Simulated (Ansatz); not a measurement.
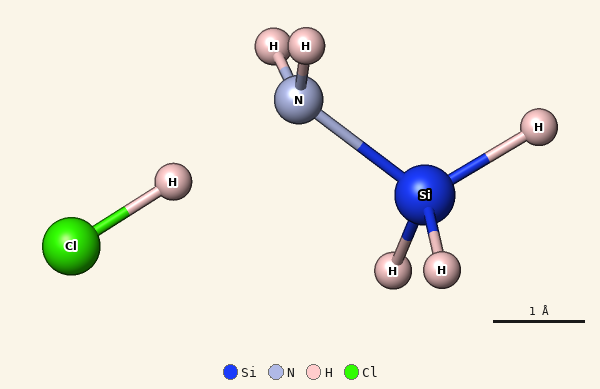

Figure 1. The structure as given in the input (ball-and-stick view, seen at a tilt).

Nudged elastic band of SiNH$_{6}$Cl

- system: SiNH$_{6}$Cl
- method: RKS PBE0/6-31G* (Ansatz 0.2.0)

One setting was made poor on purpose. It belongs to a series of runs on one base structure; here: band between the two ends.

### Input
```yaml
crystal:
  periodic: [false, false, false]
  atoms:
    - { symbol: Si, position_ang: [-0.161661, 0.299781, 0.055724] }
    - { symbol: "N", position_ang: [0.131157, -0.181159, 1.735666] }
    - { symbol: H, position_ang: [-0.705791, -0.380335, 2.277121] }
    - { symbol: H, position_ang: [0.706678, 0.462371, 2.272277] }
    - { symbol: H, position_ang: [1.168722, 0.459207, -0.579781] }
    - { symbol: H, position_ang: [-0.92297, 1.575749, -0.072165] }
    - { symbol: H, position_ang: [-0.93779, -0.796914, -0.572038] }
    - { symbol: Cl, position_ang: [1.686163, -2.78496, 1.887942] }
    - { symbol: H, position_ang: [0.99269, -1.623641, 1.808553] }
basis:
  gaussian: { orbitals: "6-31G*" }
hamiltonian:
  xc: pbe0
neb:
  order_check: false
  images: 2
  f_tol: 0.05
  max_iterations: 60
  climbing: false
  final_atoms:
    - { symbol: Si, position_ang: [0.45608808, -0.11630257, -0.23011348] }
    - { symbol: "N", position_ang: [-0.20402062, -0.47951938, 2.2690413] }
    - { symbol: H, position_ang: [-1.12066672, -0.13579607, 2.54536453] }
    - { symbol: H, position_ang: [0.48135191, -0.03069771, 2.87121714] }
    - { symbol: H, position_ang: [0.84501013, 0.08616208, -1.66175271] }
    - { symbol: H, position_ang: [0.2826859, 1.24922694, 0.32028932] }
    - { symbol: H, position_ang: [-0.75873377, -0.96480798, -0.2759891] }
    - { symbol: Cl, position_ang: [2.15005305, -1.10602629, 0.48802856] }
    - { symbol: H, position_ang: [-0.17456996, -1.47214003, 2.48721345] }
  initial_path:
    images:
      - { positions_ang: [[-0.161661, 0.299781, 0.055724], [0.131157, -0.181159, 1.735666], [-0.705791, -0.380335, 2.277121], [0.706678, 0.462371, 2.272277], [1.168722, 0.459207, -0.579781], [-0.92297, 1.575749, -0.072165], [-0.93779, -0.796914, -0.572038], [1.686163, -2.78496, 1.887942], [0.99269, -1.623641, 1.808553]] }
      - { positions_ang: [[-0.06820097, 0.13012966, 0.03294473], [0.05838213, -0.09984973, 2.03762309], [-0.79701965, -0.36784263, 2.57376296], [0.84079629, 0.28223074, 2.56654341], [1.2864348, 0.20505505, -0.52069086], [-0.7914112, 1.36130452, -0.28598448], [-0.78718915, -1.0162375, -0.52930406], [1.41072668, -2.19944244, 1.07511848], [0.80467908, -1.26524867, 1.86328572]] }
      - { positions_ang: [[0.13771539, -0.00856486, -0.06233443], [-0.05334375, -0.19930319, 2.21541486], [-0.93531156, -0.28632965, 2.66317747], [0.76568759, 0.11787451, 2.76619013], [1.17853085, 0.08070674, -0.8813481], [-0.3895259, 1.25246384, -0.15516637], [-0.72750374, -1.07220216, -0.43062109], [1.56535669, -1.63979788, 0.60848067], [0.41559243, -1.21474835, 2.08950587]] }
      - { positions_ang: [[0.45608808, -0.11630257, -0.23011348], [-0.20402062, -0.47951938, 2.2690413], [-1.12066672, -0.13579607, 2.54536453], [0.48135191, -0.03069771, 2.87121714], [0.84501013, 0.08616208, -1.66175271], [0.2826859, 1.24922694, 0.32028932], [-0.75873377, -0.96480798, -0.2759891], [2.15005305, -1.10602629, 0.48802856], [-0.17456996, -1.47214003, 2.48721345]] }
```

Hardware: 1 thread of Arm Neoverse V1, 24 GiB of memory available, shared host.

Launch command:
```bash
ansatz run input.yaml --threads 1 --pin off --max-ram 2048MiB --backend cpu --events-out ev --progress --plain --runs-dir out
```

### Log
```
Engine: ansatz 0.2.0, aarch64-unknown-linux-gnu
Functional definition: PBE0
  parameter a = 0.25
  parameter kappa = 0.804
  parameter beta = 0.06672455060314922
  exchange = (1 - a)*pbe_x(kappa = kappa, mu = beta*pi^2/3) + a*exact_x
  correlation = pbe_c(beta = beta)
722 factors; integrals over basis functions are off by at most 6.7e-4 eV
mean field evaluation 1: about -21974.6051 eV, gradient 4.4e1 eV
mean field evaluation 2: about -21971.3632 eV, gradient 5.7e1 eV
mean field evaluation 4: about -21978.2646 eV, gradient 1.3e0 eV
mean field evaluation 8: about -21978.2817 eV, gradient 5.4e-3 eV
mean field -21978.28170083 eV, -807.6869550911 hartree, gradient 2.3e-5 eV, S^2 0.000000; 0 other end points of the search recorded, 0 dependent functions left out
the calculation of the forces begins
reference -21978.28172651 eV, -807.6869560347 hartree; 22, 22 occupied and 43, 43 virtual orbitals, 722 factors
722 factors; integrals over basis functions are off by at most 7.2e-4 eV
mean field evaluation 16: about -21978.6429 eV, gradient 3.1e0 eV
mean field -21978.68377392 eV, -807.7017310046 hartree, gradient 7.3e-6 eV, S^2 0.000000; 0 other end points of the search recorded, 0 dependent functions left out
the calculation of the forces begins
reference -21978.68379767 eV, -807.7017318776 hartree; 22, 22 occupied and 43, 43 virtual orbitals, 722 factors
NEB end point (image 0): max|allowed force component| = 1.168e-2 eV/Å (the criterion of neb.relax_end_points is 1.000e-2)
NEB end point (image 3): max|allowed force component| = 1.517e-2 eV/Å (the criterion of neb.relax_end_points is 1.000e-2)
722 factors; integrals over basis functions are off by at most 6.8e-4 eV
mean field evaluation 32: about -21977.0781 eV, gradient 1.7e-1 eV
mean field -21977.09414059 eV, -807.6433130571 hartree, gradient 5.6e-5 eV, S^2 0.000000; 0 other end points of the search recorded, 0 dependent functions left out
the calculation of the forces begins
reference -21977.09416530 eV, -807.6433139653 hartree; 22, 22 occupied and 43, 43 virtual orbitals, 722 factors
722 factors; integrals over basis functions are off by at most 5.5e-4 eV
mean field -21976.41014095 eV, -807.6181765341 hartree, gradient 1.7e-5 eV, S^2 0.000000; 0 other end points of the search recorded, 0 dependent functions left out
the calculation of the forces begins
reference -21976.41016452 eV, -807.6181774004 hartree; 22, 22 occupied and 43, 43 virtual orbitals, 722 factors
NEB iter   1: max|band force component| = 4.269e0 eV/Å  barrier→ = 1.8716 eV  barrier← = 2.2736 eV  Δτ_max = 0.1993 Å  (92 SCF iters)
these checks for a lower state are left out or cut short: starts, cluster_reference, orbital_swaps, neighbouring_geometries, increment
722 factors; integrals over basis functions are off by at most 6.7e-4 eV
mean field evaluation 64: about -21977.8018 eV, gradient 6.0e-6 eV
mean field -21977.80180850 eV, -807.6693193734 hartree, gradient 6.0e-6 eV, S^2 0.000000; 0 other end points of the search recorded, 0 dependent functions left out
the calculation of the forces begins
reference -21977.80183291 eV, -807.6693202701 hartree; 22, 22 occupied and 43, 43 virtual orbitals, 722 factors
these checks for a lower state are left out or cut short: starts, cluster_reference, orbital_swaps, neighbouring_geometries, increment
722 factors; integrals over basis functions are off by at most 6.5e-4 eV
mean field -21977.66054309 eV, -807.6641279652 hartree, gradient 2.0e-5 eV, S^2 0.000000; 0 other end points of the search recorded, 0 dependent functions left out
the calculation of the forces begins
reference -21977.66056630 eV, -807.6641288183 hartree; 22, 22 occupied and 43, 43 virtual orbitals, 722 factors
NEB iter   2: max|band force component| = 1.954e0 eV/Å  barrier→ = 0.6212 eV  barrier← = 1.0232 eV  Δτ_max = 0.1861 Å  (53 SCF iters)
[... from here on the SCF iterations and repeated set-up lines of each step are left out, up to the last step ...]
NEB iter   3: max|band force component| = 1.929e0 eV/Å  barrier→ = 0.4253 eV  barrier← = 0.8273 eV  Δτ_max = 0.1601 Å  (53 SCF iters)
NEB iter   4: max|band force component| = 3.607e-1 eV/Å  barrier→ = 0.4108 eV  barrier← = 0.8128 eV  Δτ_max = 0.1031 Å  (52 SCF iters)
NEB iter   5: max|band force component| = 3.015e-1 eV/Å  barrier→ = 0.3954 eV  barrier← = 0.7975 eV  Δτ_max = 0.1987 Å  (54 SCF iters)
NEB iter   6: max|band force component| = 1.190e-1 eV/Å  barrier→ = 0.3254 eV  barrier← = 0.7275 eV  Δτ_max = 0.1982 Å  (52 SCF iters)
NEB iter   7: max|band force component| = 4.978e-1 eV/Å  barrier→ = 0.2406 eV  barrier← = 0.6427 eV  Δτ_max = 0.0996 Å  (51 SCF iters)
NEB iter   8: max|band force component| = 2.199e-1 eV/Å  barrier→ = 0.2106 eV  barrier← = 0.6126 eV  Δτ_max = 0.1956 Å  (51 SCF iters)
NEB iter   9: max|band force component| = 3.160e-1 eV/Å  barrier→ = 0.1663 eV  barrier← = 0.5683 eV  Δτ_max = 0.0983 Å  (52 SCF iters)
NEB iter  10: max|band force component| = 2.824e-1 eV/Å  barrier→ = 0.1437 eV  barrier← = 0.5458 eV  Δτ_max = 0.0417 Å  (53 SCF iters)
NEB iter  11: max|band force component| = 2.791e-1 eV/Å  barrier→ = 0.1267 eV  barrier← = 0.5287 eV  Δτ_max = 0.0972 Å  (53 SCF iters)
NEB iter  12: max|band force component| = 2.294e-1 eV/Å  barrier→ = 0.1294 eV  barrier← = 0.5314 eV  Δτ_max = 0.0980 Å  (50 SCF iters)
NEB iter  13: max|band force component| = 1.261e-1 eV/Å  barrier→ = 0.1233 eV  barrier← = 0.5254 eV  Δτ_max = 0.0635 Å  (50 SCF iters)
NEB iter  14: max|band force component| = 2.396e-1 eV/Å  barrier→ = 0.1356 eV  barrier← = 0.5377 eV  Δτ_max = 0.0106 Å  (54 SCF iters)
these checks for a lower state are left out or cut short: starts, cluster_reference, orbital_swaps, neighbouring_geometries, increment
722 factors; integrals over basis functions are off by at most 7.7e-4 eV
mean field -21978.14943185 eV, -807.6820942956 hartree, gradient 5.0e-6 eV, S^2 0.000000; 0 other end points of the search recorded, 0 dependent functions left out
the calculation of the forces begins
reference -21978.14945699 eV, -807.6820952196 hartree; 22, 22 occupied and 43, 43 virtual orbitals, 722 factors
these checks for a lower state are left out or cut short: starts, cluster_reference, orbital_swaps, neighbouring_geometries, increment
722 factors; integrals over basis functions are off by at most 7.7e-4 eV
mean field -21978.16286925 eV, -807.6825881109 hartree, gradient 1.7e-5 eV, S^2 0.000000; 0 other end points of the search recorded, 0 dependent functions left out
the calculation of the forces begins
reference -21978.16289236 eV, -807.6825889602 hartree; 22, 22 occupied and 43, 43 virtual orbitals, 722 factors
722 factors; integrals over basis functions are off by at most 7.7e-4 eV
mean field evaluation 256: about -21978.1627 eV, gradient 2.3e-1 eV
mean field -21978.16286925 eV, -807.6825881109 hartree, gradient 1.7e-5 eV, S^2 0.000000; 1 other end points of the search recorded, 0 dependent functions left out
the calculation of the forces begins
reference -21978.16289236 eV, -807.6825889602 hartree; 22, 22 occupied and 43, 43 virtual orbitals, 722 factors
722 factors; integrals over basis functions are off by at most 7.7e-4 eV
mean field -21978.14943185 eV, -807.6820942956 hartree, gradient 5.0e-6 eV, S^2 0.000000; 1 other end points of the search recorded, 0 dependent functions left out
the calculation of the forces begins
reference -21978.14945699 eV, -807.6820952196 hartree; 22, 22 occupied and 43, 43 virtual orbitals, 722 factors
NEB iter  15: max|band force component| = 3.787e-2 eV/Å  barrier→ = 0.1323 eV  barrier← = 0.5343 eV  Δτ_max = 0.0000 Å  (97 SCF iters)
```

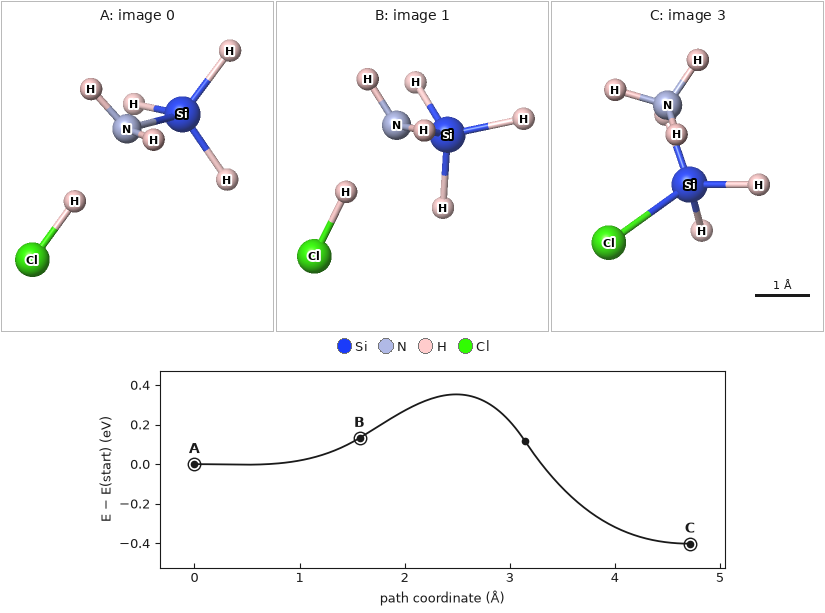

Figure 2. Images of the last band (counted from 0; ball-and-stick, seen at a tilt) above the energy along the path; the line is a cubic interpolation that uses the forces. The highest image is number 1, 0.132 eV above the start and 0.534 eV above the end; the end lies 0.402 eV below the start. The path is 4.71 Å long. The band converged in 15 iterations.

```
Total energy: -21978.14945699 eV, -807.6820952196 hartree
Atom 0 at    -0.153755     0.159935     0.112801 Å, force    -0.118682     0.111862     0.020662 eV/Å
Atom 1 at    -0.002219    -0.254511     1.846504 Å, force    -0.013367     0.008858    -0.083426 eV/Å
Atom 2 at    -0.854995    -0.630440     2.253284 Å, force     0.065776    -0.004474    -0.012847 eV/Å
Atom 3 at     0.343361     0.483812     2.453284 Å, force     0.013418    -0.001079    -0.037060 eV/Å
Atom 4 at     1.010324    -0.284159    -0.689476 Å, force     0.010693    -0.008715     0.166258 eV/Å
Atom 5 at    -0.277249     1.633095    -0.009779 Å, force    -0.112454     0.088313    -0.066520 eV/Å
Atom 6 at    -1.371838    -0.551346    -0.343512 Å, force    -0.070520     0.053475    -0.045371 eV/Å
Atom 7 at     2.148090    -2.181604     1.393657 Å, force     0.108696    -0.188611     0.206012 eV/Å
Atom 8 at     1.115479    -1.344683     1.796536 Å, force     0.116440    -0.059628    -0.147709 eV/Å
Dipole moment:    -0.775095     0.711430     0.193105 e Å
this run last wrote the band of iteration 15 to [file]
```

### The last band as extended XYZ (Å, eV, eV/Å)
```
9
Properties=species:S:1:pos:R:3:forces:R:3 image=0 energy=-21978.28170
Si   -0.1617    0.2998    0.0557    0.0012  -0.0020   0.0117
N     0.1312   -0.1812    1.7357    0.0052  -0.0085  -0.0001
H    -0.7058   -0.3803    2.2771   -0.0029   0.0053   0.0008
H     0.7067    0.4624    2.2723   -0.0033   0.0059   0.0009
H     1.1687    0.4592   -0.5798    0.0019   0.0032  -0.0038
H    -0.9230    1.5757   -0.0722   -0.0002   0.0003  -0.0028
H    -0.9378   -0.7969   -0.5720   -0.0038  -0.0001  -0.0039
Cl    1.6862   -2.7850    1.8879    0.0063  -0.0102   0.0038
H     0.9927   -1.6236    1.8086   -0.0044   0.0063  -0.0066
9
Properties=species:S:1:pos:R:3:forces:R:3 image=1 energy=-21978.14943
Si   -0.1538    0.1599    0.1128   -0.1187   0.1119   0.0207
N    -0.0022   -0.2545    1.8465   -0.0134   0.0089  -0.0834
H    -0.8550   -0.6304    2.2533    0.0658  -0.0045  -0.0128
H     0.3434    0.4838    2.4533    0.0134  -0.0011  -0.0371
H     1.0103   -0.2842   -0.6895    0.0107  -0.0087   0.1663
H    -0.2772    1.6331   -0.0098   -0.1125   0.0883  -0.0665
H    -1.3718   -0.5513   -0.3435   -0.0705   0.0535  -0.0454
Cl    2.1481   -2.1816    1.3937    0.1087  -0.1886   0.2060
H     1.1155   -1.3447    1.7965    0.1164  -0.0596  -0.1477
9
Properties=species:S:1:pos:R:3:forces:R:3 image=2 energy=-21978.16287
Si    0.2644   -0.1374    0.0511    0.2672  -0.1949  -0.0599
N    -0.0255   -0.3675    2.0808   -0.0454  -0.0472   0.1350
H    -0.9832   -0.6126    2.3213   -0.0642   0.0450   0.0567
H     0.2526    0.4577    2.6061   -0.0374   0.0265   0.0805
H     0.9921   -0.0906   -1.2358   -0.0319   0.0835  -0.3479
H     0.0486    1.3457    0.2818    0.2053  -0.2109   0.1318
H    -1.0817   -0.7193   -0.2450    0.1756  -0.1386   0.0778
Cl    1.8768   -1.7033    0.6599   -0.1800   0.3083  -0.4210
H     0.6130   -1.1426    2.2931   -0.2892   0.1282   0.3470
9
Properties=species:S:1:pos:R:3:forces:R:3 image=3 energy=-21978.68377
Si    0.4561   -0.1163   -0.2301    0.0024   0.0013  -0.0152
N    -0.2040   -0.4795    2.2690   -0.0035   0.0002   0.0100
H    -1.1207   -0.1358    2.5454    0.0025   0.0003  -0.0059
H     0.4814   -0.0307    2.8712    0.0012   0.0003  -0.0017
H     0.8450    0.0862   -1.6618   -0.0019   0.0001   0.0043
H     0.2827    1.2492    0.3203   -0.0015   0.0012   0.0045
H    -0.7587   -0.9648   -0.2760   -0.0014  -0.0013   0.0037
Cl    2.1501   -1.1060    0.4880    0.0029  -0.0017   0.0022
H    -0.1746   -1.4721    2.4872   -0.0007  -0.0004  -0.0020
```

### Summary

```csv
quantity,value
outcome,converged
"barrier, forward",0.132 eV
"barrier, backward",0.534 eV
wall time,85 s
peak memory,0.13 GiB
```

### Notes

A deliberately poor setting: few images. The order of the saddle point was not checked.
